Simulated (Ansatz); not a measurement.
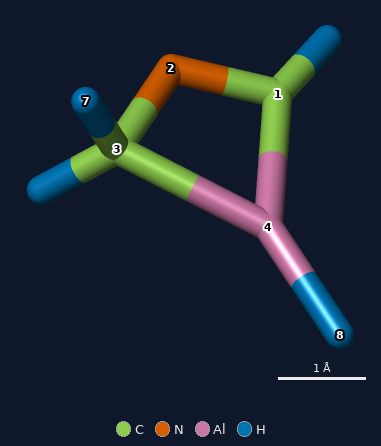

The starting structure (stick view, seen at a tilt; atoms are numbered from 1 in the order of the input). Sticks mark near contacts. Bond lengths as drawn: Al–C 1.95 to 1.97 Å, Al–H 1.60 Å, C–H 1.09 Å and C–N 1.28 to 1.48 Å.

**Run report: C2H4AlN, molecular dynamics (part 1 of 2)**

C2H4AlN, computed with RKS PBE-d3bj/6-31G* (Ansatz 0.2.0).

The geometry comes from this level: PBE0-D4/def2-TZVP. Figures and captions count atoms from 1; the log counts them from 0 in places.

Output
```
Functional definition: PBE
  name "PBE"
  cite "Perdew, Burke & Ernzerhof, Phys. Rev. Lett. 77, 3865 (1996) doi:10.1103/PhysRevLett.77.3865"
  parent pbe
  parameter kappa = 0.804
  parameter beta = 0.06672455060314922
  exchange = pbe_x(kappa = kappa, mu = beta*pi^2/3)
  correlation = pbe_c(beta = beta)
886 factors; their error is unknown
mean field evaluation 1: about -10206.1581 eV, gradient 5.8e1 eV
mean field evaluation 2: about -10141.0837 eV, gradient 1.4e2 eV
mean field evaluation 4: about -10214.8721 eV, gradient 1.4e1 eV
mean field evaluation 8: about -10215.3466 eV, gradient 2.9e-1 eV
mean field evaluation 16: about -10215.2966 eV, gradient 3.7e-4 eV
mean field -10215.29663450 eV, -375.4052271412 hartree, gradient 2.1e-5 eV, S^2 0.000000; 0 other end points of the search recorded, 0 dependent functions left out
the calculation of the forces begins
reference -10215.29667478 eV, -375.4052286213 hartree; 18, 18 occupied and 54, 54 virtual orbitals, 886 factors
md step     0: t =     0.00 fs  T =   500.0 K  F+E_penalty+E_count = -10215.44012902 eV  E_kin = 0.387780 eV  conserved = -10215.05234902 eV  (28 SCF iters)
these checks for a lower state are left out or cut short: starts, cluster_reference, orbital_swaps, neighbouring_geometries, increment
886 factors; their error is unknown
mean field -10215.29425468 eV, -375.4051396844 hartree, gradient 1.5e-5 eV, S^2 0.000000; 0 other end points of the search recorded, 0 dependent functions left out
the calculation of the forces begins
reference -10215.29429500 eV, -375.4051411663 hartree; 18, 18 occupied and 54, 54 virtual orbitals, 886 factors
md step     1: t =     0.50 fs  T =   496.8 K  F+E_penalty+E_count = -10215.43766461 eV  E_kin = 0.385332 eV  conserved = -10215.05233283 eV  (31 SCF iters)
[... from here on the SCF iterations and repeated set-up lines of each step are left out, up to the last step ...]
md step     2: t =     1.00 fs  T =   490.8 K  F+E_penalty+E_count = -10215.43298325 eV  E_kin = 0.380660 eV  conserved = -10215.05232357 eV  (31 SCF iters)
md step     3: t =     1.50 fs  T =   482.1 K  F+E_penalty+E_count = -10215.42623762 eV  E_kin = 0.373918 eV  conserved = -10215.05231934 eV  (31 SCF iters)
md step     4: t =     2.00 fs  T =   470.9 K  F+E_penalty+E_count = -10215.41751334 eV  E_kin = 0.365197 eV  conserved = -10215.05231639 eV  (31 SCF iters)
md step     5: t =     2.50 fs  T =   457.2 K  F+E_penalty+E_count = -10215.40688699 eV  E_kin = 0.354577 eV  conserved = -10215.05230983 eV  (31 SCF iters)
md step     6: t =     3.00 fs  T =   441.2 K  F+E_penalty+E_count = -10215.39449793 eV  E_kin = 0.342202 eV  conserved = -10215.05229567 eV  (31 SCF iters)
md step     7: t =     3.50 fs  T =   423.4 K  F+E_penalty+E_count = -10215.38060685 eV  E_kin = 0.328334 eV  conserved = -10215.05227240 eV  (31 SCF iters)
md step     8: t =     4.00 fs  T =   404.1 K  F+E_penalty+E_count = -10215.36561595 eV  E_kin = 0.313374 eV  conserved = -10215.05224198 eV  (31 SCF iters)
md step     9: t =     4.50 fs  T =   384.0 K  F+E_penalty+E_count = -10215.35003716 eV  E_kin = 0.297828 eV  conserved = -10215.05220919 eV  (31 SCF iters)
md step    10: t =     5.00 fs  T =   363.9 K  F+E_penalty+E_count = -10215.33441602 eV  E_kin = 0.282236 eV  conserved = -10215.05217958 eV  (31 SCF iters)
md step    11: t =     5.50 fs  T =   344.4 K  F+E_penalty+E_count = -10215.31924011 eV  E_kin = 0.267081 eV  conserved = -10215.05215871 eV  (31 SCF iters)
md step    12: t =     6.00 fs  T =   325.8 K  F+E_penalty+E_count = -10215.30486129 eV  E_kin = 0.252713 eV  conserved = -10215.05214813 eV  (31 SCF iters)
md step    13: t =     6.50 fs  T =   308.6 K  F+E_penalty+E_count = -10215.29146809 eV  E_kin = 0.239322 eV  conserved = -10215.05214588 eV  (31 SCF iters)
md step    14: t =     7.00 fs  T =   292.7 K  F+E_penalty+E_count = -10215.27911582 eV  E_kin = 0.226969 eV  conserved = -10215.05214715 eV  (32 SCF iters)
md step    15: t =     7.50 fs  T =   278.1 K  F+E_penalty+E_count = -10215.26780553 eV  E_kin = 0.215660 eV  conserved = -10215.05214535 eV  (32 SCF iters)
md step    16: t =     8.00 fs  T =   264.9 K  F+E_penalty+E_count = -10215.25758432 eV  E_kin = 0.205449 eV  conserved = -10215.05213532 eV  (31 SCF iters)
md step    17: t =     8.50 fs  T =   253.4 K  F+E_penalty+E_count = -10215.24862421 eV  E_kin = 0.196509 eV  conserved = -10215.05211536 eV  (32 SCF iters)
md step    18: t =     9.00 fs  T =   243.9 K  F+E_penalty+E_count = -10215.24124450 eV  E_kin = 0.189156 eV  conserved = -10215.05208894 eV  (50 SCF iters)
md step    19: t =     9.50 fs  T =   237.0 K  F+E_penalty+E_count = -10215.23585957 eV  E_kin = 0.183796 eV  conserved = -10215.05206358 eV  (32 SCF iters)
md step    20: t =    10.00 fs  T =   233.1 K  F+E_penalty+E_count = -10215.23286610 eV  E_kin = 0.180819 eV  conserved = -10215.05204756 eV  (31 SCF iters)
md step    21: t =    10.50 fs  T =   232.7 K  F+E_penalty+E_count = -10215.23251105 eV  E_kin = 0.180463 eV  conserved = -10215.05204771 eV  (32 SCF iters)
md step    22: t =    11.00 fs  T =   235.6 K  F+E_penalty+E_count = -10215.23478540 eV  E_kin = 0.182718 eV  conserved = -10215.05206725 eV  (32 SCF iters)
md step    23: t =    11.50 fs  T =   241.5 K  F+E_penalty+E_count = -10215.23937792 eV  E_kin = 0.187273 eV  conserved = -10215.05210447 eV  (32 SCF iters)
md step    24: t =    12.00 fs  T =   249.6 K  F+E_penalty+E_count = -10215.24570091 eV  E_kin = 0.193547 eV  conserved = -10215.05215361 eV  (32 SCF iters)
md step    25: t =    12.50 fs  T =   258.9 K  F+E_penalty+E_count = -10215.25297815 eV  E_kin = 0.200771 eV  conserved = -10215.05220743 eV  (32 SCF iters)
md step    26: t =    13.00 fs  T =   268.3 K  F+E_penalty+E_count = -10215.26036918 eV  E_kin = 0.208113 eV  conserved = -10215.05225660 eV  (32 SCF iters)
md step    27: t =    13.50 fs  T =   277.0 K  F+E_penalty+E_count = -10215.26711145 eV  E_kin = 0.214818 eV  conserved = -10215.05229302 eV  (32 SCF iters)
md step    28: t =    14.00 fs  T =   284.1 K  F+E_penalty+E_count = -10215.27264537 eV  E_kin = 0.220334 eV  conserved = -10215.05231177 eV  (32 SCF iters)
md step    29: t =    14.50 fs  T =   289.3 K  F+E_penalty+E_count = -10215.27669304 eV  E_kin = 0.224381 eV  conserved = -10215.05231182 eV  (32 SCF iters)
md step    30: t =    15.00 fs  T =   292.7 K  F+E_penalty+E_count = -10215.27926998 eV  E_kin = 0.226973 eV  conserved = -10215.05229675 eV  (32 SCF iters)
md step    31: t =    15.50 fs  T =   294.4 K  F+E_penalty+E_count = -10215.28062497 eV  E_kin = 0.228351 eV  conserved = -10215.05227359 eV  (32 SCF iters)
md step    32: t =    16.00 fs  T =   295.1 K  F+E_penalty+E_count = -10215.28112786 eV  E_kin = 0.228877 eV  conserved = -10215.05225093 eV  (32 SCF iters)
md step    33: t =    16.50 fs  T =   295.1 K  F+E_penalty+E_count = -10215.28113935 eV  E_kin = 0.228905 eV  conserved = -10215.05223467 eV  (32 SCF iters)
md step    34: t =    17.00 fs  T =   294.9 K  F+E_penalty+E_count = -10215.28090948 eV  E_kin = 0.228681 eV  conserved = -10215.05222813 eV  (31 SCF iters)
md step    35: t =    17.50 fs  T =   294.4 K  F+E_penalty+E_count = -10215.28052930 eV  E_kin = 0.228299 eV  conserved = -10215.05223002 eV  (32 SCF iters)
md step    36: t =    18.00 fs  T =   293.6 K  F+E_penalty+E_count = -10215.27995385 eV  E_kin = 0.227719 eV  conserved = -10215.05223518 eV  (32 SCF iters)
md step    37: t =    18.50 fs  T =   292.5 K  F+E_penalty+E_count = -10215.27908509 eV  E_kin = 0.226849 eV  conserved = -10215.05223647 eV  (32 SCF iters)
md step    38: t =    19.00 fs  T =   291.0 K  F+E_penalty+E_count = -10215.27788489 eV  E_kin = 0.225658 eV  conserved = -10215.05222724 eV  (32 SCF iters)
md step    39: t =    19.50 fs  T =   289.2 K  F+E_penalty+E_count = -10215.27647757 eV  E_kin = 0.224272 eV  conserved = -10215.05220523 eV  (32 SCF iters)
md step    40: t =    20.00 fs  T =   287.6 K  F+E_penalty+E_count = -10215.27519596 eV  E_kin = 0.223024 eV  conserved = -10215.05217209 eV  (32 SCF iters)
md step    41: t =    20.50 fs  T =   286.8 K  F+E_penalty+E_count = -10215.27455395 eV  E_kin = 0.222420 eV  conserved = -10215.05213438 eV  (32 SCF iters)
md step    42: t =    21.00 fs  T =   287.6 K  F+E_penalty+E_count = -10215.27514498 eV  E_kin = 0.223044 eV  conserved = -10215.05210114 eV  (32 SCF iters)
md step    43: t =    21.50 fs  T =   290.7 K  F+E_penalty+E_count = -10215.27749992 eV  E_kin = 0.225419 eV  conserved = -10215.05208138 eV  (32 SCF iters)
md step    44: t =    22.00 fs  T =   296.4 K  F+E_penalty+E_count = -10215.28194612 eV  E_kin = 0.229865 eV  conserved = -10215.05208074 eV  (31 SCF iters)
md step    45: t =    22.50 fs  T =   304.8 K  F+E_penalty+E_count = -10215.28851021 eV  E_kin = 0.236409 eV  conserved = -10215.05210146 eV  (32 SCF iters)
md step    46: t =    23.00 fs  T =   315.6 K  F+E_penalty+E_count = -10215.29688329 eV  E_kin = 0.244742 eV  conserved = -10215.05214141 eV  (32 SCF iters)
md step    47: t =    23.50 fs  T =   327.8 K  F+E_penalty+E_count = -10215.30645739 eV  E_kin = 0.254264 eV  conserved = -10215.05219354 eV  (32 SCF iters)
md step    48: t =    24.00 fs  T =   340.6 K  F+E_penalty+E_count = -10215.31643071 eV  E_kin = 0.264182 eV  conserved = -10215.05224831 eV  (32 SCF iters)
md step    49: t =    24.50 fs  T =   352.9 K  F+E_penalty+E_count = -10215.32595904 eV  E_kin = 0.273664 eV  conserved = -10215.05229495 eV  (32 SCF iters)
these checks for a lower state are left out or cut short: starts, cluster_reference, orbital_swaps, neighbouring_geometries, increment
886 factors; their error is unknown
mean field -10215.18995656 eV, -375.4013067990 hartree, gradient 1.9e-5 eV, S^2 0.000000; 0 other end points of the search recorded, 0 dependent functions left out
the calculation of the forces begins
reference -10215.18999548 eV, -375.4013082293 hartree; 18, 18 occupied and 54, 54 virtual orbitals, 886 factors
886 factors; their error is unknown
mean field evaluation 416: about -10215.1900 eV, gradient 2.3e-3 eV
mean field -10215.18995656 eV, -375.4013067990 hartree, gradient 1.9e-5 eV, S^2 0.000000; 1 other end points of the search recorded, 0 dependent functions left out
the calculation of the forces begins
reference -10215.18999548 eV, -375.4013082293 hartree; 18, 18 occupied and 54, 54 virtual orbitals, 886 factors
md step    50: t =    25.00 fs  T =   363.6 K  F+E_penalty+E_count = -10215.33432333 eV  E_kin = 0.281998 eV  conserved = -10215.05232530 eV  (50 SCF iters)
```

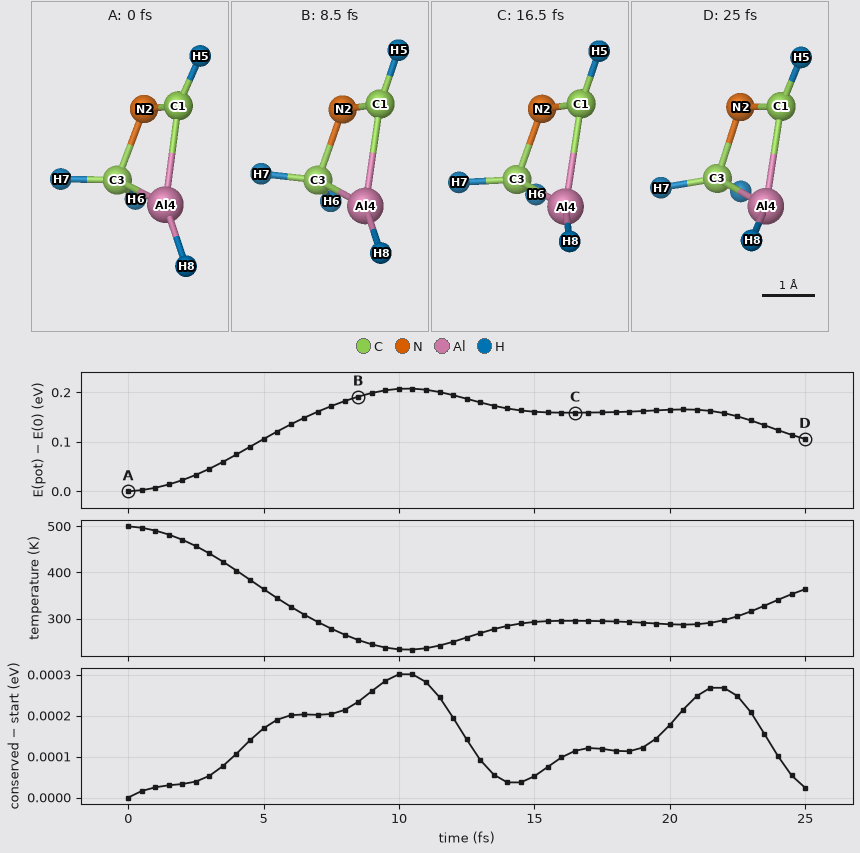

Frames of the molecular dynamics (ball-and-stick, seen at a tilt) above the curves, on which the letters mark them. The trajectory kept here has 51 frames over 25 fs. The temperature starts at 500 K, ranges from 233 to 500 K and averages 299 K over the second half. The potential energy ends 0.106 eV above its first value. The conserved quantity stays within 0.0003 eV. After an unweighted best fit of the last frame on the first, the root-mean-square displacement is 0.25 Å.

```
Total energy: -10215.33436225 eV, -375.4066136103 hartree
Atom 0 at    -1.104144     0.554793    -0.461621 Å, force    -0.933649    -0.670305    -0.170699 eV/Å
Atom 1 at    -0.045204     1.198576    -0.144942 Å, force     1.208898    -0.095921    -0.450250 eV/Å
Atom 2 at     0.970766     0.298883     0.450808 Å, force    -0.182832    -0.304159     0.934899 eV/Å
Atom 3 at    -0.307865    -1.246831    -0.108747 Å, force     0.161684     0.535331    -0.299052 eV/Å
Atom 4 at    -1.933510     1.072679    -0.946604 Å, force    -0.296498     0.368189     0.049073 eV/Å
Atom 5 at     1.068931     0.604073     1.515841 Å, force     0.112859    -0.366963    -0.208927 eV/Å
Atom 6 at     1.981917     0.304554    -0.000552 Å, force    -0.215689     0.426364    -0.157320 eV/Å
Atom 7 at    -0.407055    -2.600642    -1.048092 Å, force     0.145228     0.107464     0.302275 eV/Å
Dipole moment:    -0.012690    -0.233840     0.135772 e Å
```

Trajectory as extended XYZ (Å, eV, eV/Å), 25 of the 51 frames kept, from step=0 to step=50
```
8
Properties=species:S:1:pos:R:3:forces:R:3 step=0 time_fs=0.0 energy=-10215.44013 temperature=500.0
C    -1.0886    0.5423   -0.5473   -0.7662  -0.4244  -0.3914
N    -0.0873    1.1707   -0.0516    0.6840   0.8426   0.3622
C     0.9591    0.2325    0.4279    0.1166  -0.0279   0.0552
Al   -0.2833   -1.1901   -0.1362   -0.0773  -0.3619  -0.0675
H    -1.9206    1.1275   -0.9415   -0.2882   0.1742  -0.1383
H     1.1727    0.4163    1.4840    0.0811   0.0647   0.3467
H     1.8903    0.4083   -0.1166    0.3084   0.0605  -0.1722
H    -0.5501   -2.7647   -0.1746   -0.0584  -0.3279   0.0053
8
Properties=species:S:1:pos:R:3:forces:R:3 step=2 time_fs=1.0 energy=-10215.43298 temperature=490.8
C    -1.0923    0.5457   -0.5470   -0.7055  -0.6364  -0.3118
N    -0.0871    1.1666   -0.0579    0.8618   1.0041   0.6039
C     0.9591    0.2366    0.4333    0.2793  -0.0186   0.0061
Al   -0.2821   -1.1929   -0.1336   -0.1518  -0.2260  -0.1195
H    -1.9093    1.1484   -0.9345   -0.4325   0.1836  -0.2365
H     1.1996    0.4145    1.4910   -0.0736   0.0996   0.1466
H     1.8830    0.4293   -0.1256    0.2476  -0.0566  -0.1056
H    -0.5731   -2.7603   -0.2275   -0.0252  -0.3496   0.0168
8
Properties=species:S:1:pos:R:3:forces:R:3 step=4 time_fs=2.0 energy=-10215.41751 temperature=470.9
C    -1.0966    0.5486   -0.5470   -0.6873  -0.6965  -0.2500
N    -0.0863    1.1632   -0.0638    0.9470   1.1031   0.7867
C     0.9593    0.2407    0.4387    0.5090   0.0174  -0.0393
Al   -0.2809   -1.1959   -0.1311   -0.2342  -0.1579  -0.1707
H    -1.9020    1.1710   -0.9298   -0.4448   0.1043  -0.2694
H     1.2258    0.4137    1.4994   -0.2352   0.1213  -0.0978
H     1.8779    0.4497   -0.1356    0.1261  -0.1863   0.0092
H    -0.5963   -2.7592   -0.2802    0.0194  -0.3053   0.0313
8
Properties=species:S:1:pos:R:3:forces:R:3 step=6 time_fs=3.0 energy=-10215.39450 temperature=441.2
C    -1.1014    0.5509   -0.5472   -0.6896  -0.6021  -0.2005
N    -0.0848    1.1605   -0.0691    0.9271   1.1344   0.8992
C     0.9599    0.2448    0.4441    0.7266   0.0564  -0.1197
Al   -0.2798   -1.1989   -0.1287   -0.3225  -0.1462  -0.2248
H    -1.8989    1.1945   -0.9276   -0.3345  -0.0624  -0.2393
H     1.2497    0.4140    1.5068   -0.3814   0.1394  -0.3048
H     1.8741    0.4684   -0.1455   -0.0008  -0.3132   0.1362
H    -0.6194   -2.7610   -0.3326    0.0751  -0.2063   0.0537
8
Properties=species:S:1:pos:R:3:forces:R:3 step=8 time_fs=4.0 energy=-10215.36562 temperature=404.1
C    -1.1068    0.5527   -0.5475   -0.6559  -0.3990  -0.1409
N    -0.0827    1.1587   -0.0739    0.8036   1.0996   0.9392
C     0.9610    0.2490    0.4494    0.8602   0.0771  -0.2540
Al   -0.2788   -1.2019   -0.1263   -0.4129  -0.1685  -0.2832
H    -1.8990    1.2175   -0.9277   -0.1580  -0.2755  -0.1710
H     1.2701    0.4156    1.5114   -0.4914   0.1603  -0.4151
H     1.8703    0.4840   -0.1541   -0.0842  -0.4208   0.2388
H    -0.6417   -2.7647   -0.3846    0.1386  -0.0732   0.0862
8
Properties=species:S:1:pos:R:3:forces:R:3 step=10 time_fs=5.0 energy=-10215.33442 temperature=363.9
C    -1.1126    0.5542   -0.5480   -0.5300  -0.1579  -0.0479
N    -0.0800    1.1575   -0.0780    0.5926   1.0080   0.9126
C     0.9629    0.2532    0.4544    0.8645   0.0650  -0.4425
Al   -0.2779   -1.2050   -0.1241   -0.5008  -0.1998  -0.3447
H    -1.9006    1.2378   -0.9294    0.0151  -0.4769  -0.0966
H     1.2857    0.4188    1.5121   -0.5509   0.1866  -0.3999
H     1.8657    0.4956   -0.1605   -0.0954  -0.4956   0.2912
H    -0.6627   -2.7691   -0.4356    0.2049   0.0706   0.1279
```
